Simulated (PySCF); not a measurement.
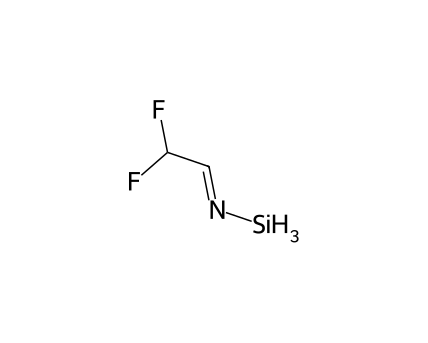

**Transcribe the drawing into SMILES.**

FC(F)/C=N/[SiH3]

**What is the molecular formula?**

C2H5F2NSi.

**An optimisation with PBE0-D3(BJ)/def2-SVP gave a structure of which point group?**

Cs. Other conformers may differ.

The parts below concern this one geometry. Atoms keep their numbers from picture to picture. The computed structure is the end point of a PBE0-D3(BJ)/def2-SVP optimisation. No frequency run is at hand to confirm it as a minimum.

**Dipole moment**

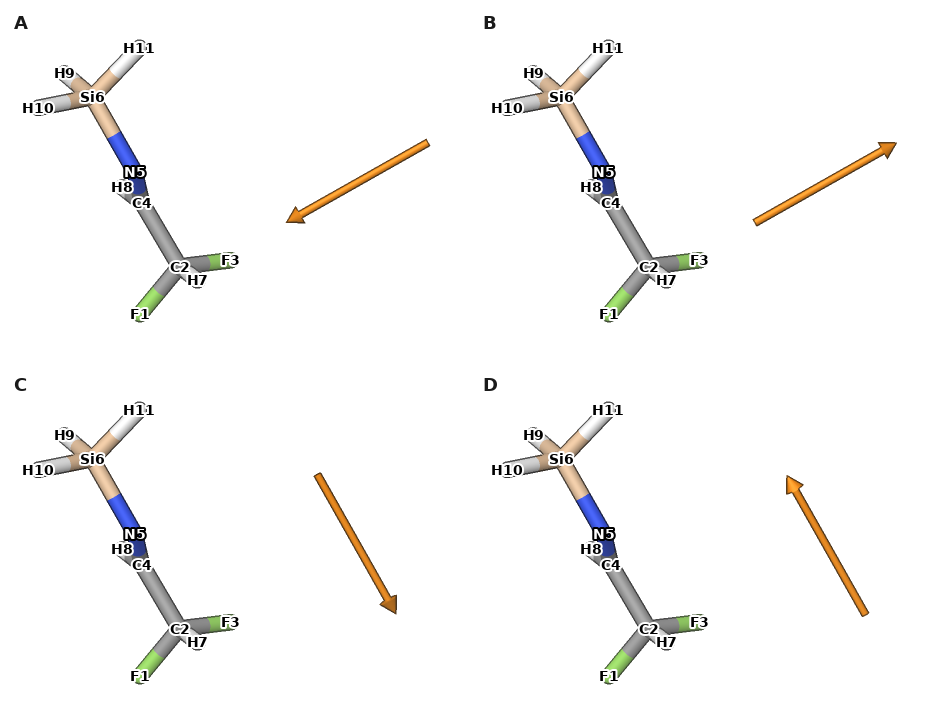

The same molecule four times, each with an arrow. No frequency run is at hand to confirm it as a minimum. Properties computed with BHandHLYP/pcSseg-2, gas phase (PySCF 2.14.0).

**Which arrow points along the dipole moment, from the negative to the positive end?**

D. The dipole moment is 1.58 D; it points from the side of F1, F3 to the side of H9, H10, H11 (the outermost atoms at the two ends).

**NMR shielding**

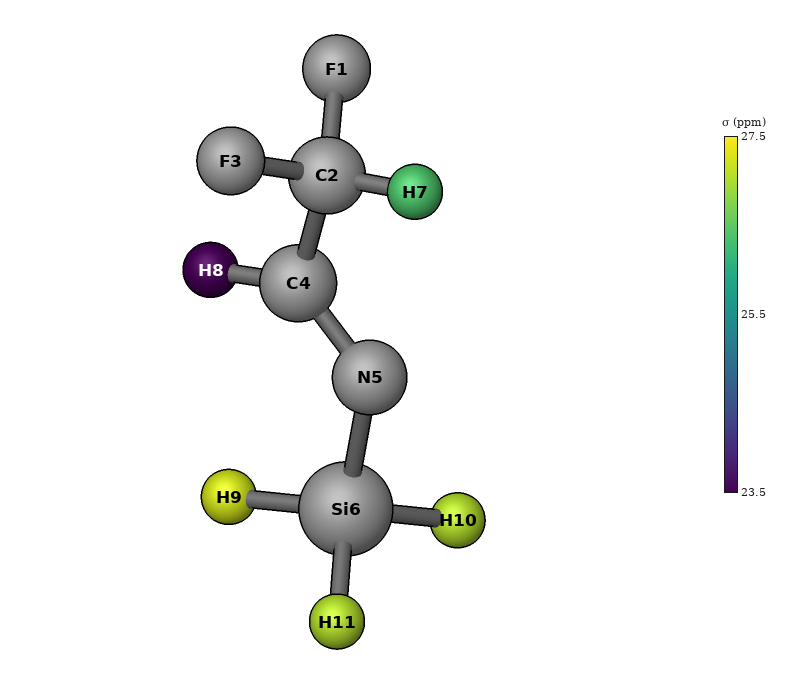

Atoms are coloured by their isotropic NMR shieldings (H only, the others grey). No frequency run is at hand to confirm it as a minimum. Properties computed with GIAO HF/pcSseg-2 NMR shielding, non-relativistic, gas phase (PySCF 2.14.0).

**Which H atom is the most shielded (lowest chemical shift)?**

H9 (27.22 ppm).

**Which H atom is the least shielded (highest chemical shift)?**

H8 (23.50 ppm).

**How wide is the range of H shifts?**

3.72 ppm.

Give the isotropic NMR shieldings of the H atoms atom by atom.

```
atom  σ (ppm)
  H7    26.38
  H8    23.50
  H9    27.22
 H10    27.04
 H11    27.04
```

**Quadrupole coupling**

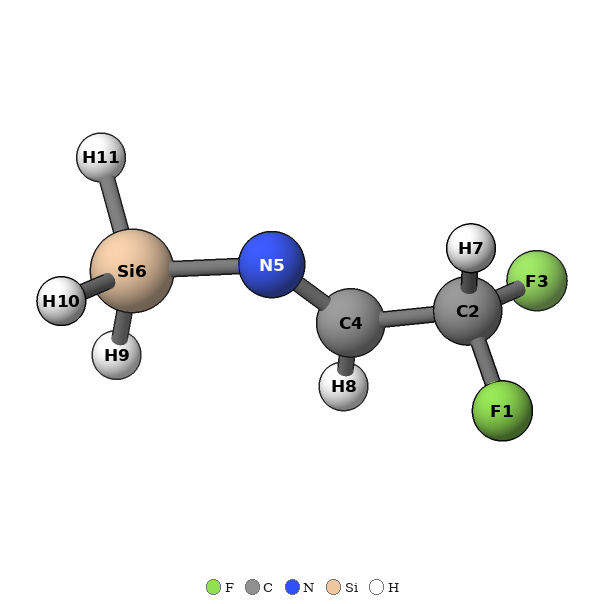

No frequency run is at hand to confirm it as a minimum. Electric field gradients from the ground-state density, PBE0/6-31G (PySCF 2.14.0), non-relativistic apart from any core potentials.

Give the largest field-gradient component, the quadrupole coupling constant and the asymmetry for 14N at N5 (Q = 20.44 mb), 2H at H7 (Q = 2.86 mb), 2H at H8 (Q = 2.86 mb).

| atom | V_zz (a.u.) | e²qQ/h (MHz) | η |
| --- | --- | --- | --- |
| N5 | −1.001 | −4.81 | 0.58 |
| H7 | 0.277 | 0.186 | 0.04 |
| H8 | 0.271 | 0.182 | 0.07 |
